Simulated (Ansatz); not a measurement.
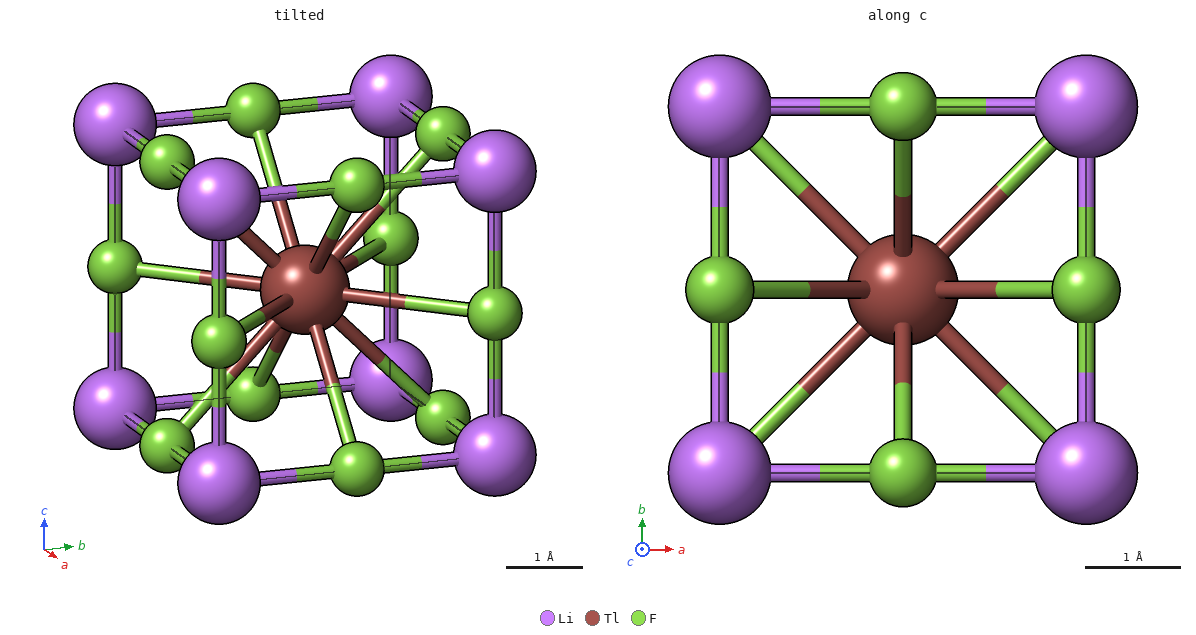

Figure: ball-and-stick view slightly off an axis and along the c axis. One conventional unit cell is framed, with atoms on its boundary repeated.

LiTlF3, cubic perovskite, space group Pm-3m (No. 221), a = 3.889 Å, b = 3.889 Å, c = 3.889 Å, α = 90.00°, β = 90.00°, γ = 90.00°. Provenance: a structure type filled with these elements by a generator (whether the compound takes this form wasn't checked). Earlier steps of the study may have refined or changed the cell and positions. It went into a calculation with Ansatz.

This one geometry was computed with Ansatz (DFT, plane waves, PAW) at three levels of theory: PBEsol, PBE and r2SCAN.

Which level gives the highest pressure at this volume, and what does that say about its equilibrium volume?

Highest: PBE (0.0 GPa), which points to the largest equilibrium volume. Lowest, with the smallest volume: PBEsol (-4.7 GPa) and r2SCAN (-4.9 GPa). Levels within 0.5 GPa of each other can't be told apart.

How does the band gap change with the level of theory?

All levels give a metal.

Collect the results in a table.

| level | cutoff (eV) | k-mesh of the run's cell | gap (eV) | pressure (GPa) |
| --- | --- | --- | --- | --- |
| PBEsol | 420 | 10×10×10 | metal | -4.7 |
| PBE | 420 | 10×10×10 | metal | 0.0 |
| r2SCAN | 500 | 10×10×10 | metal | -4.9 |

Gaps are taken on the k-mesh or band path of each run.
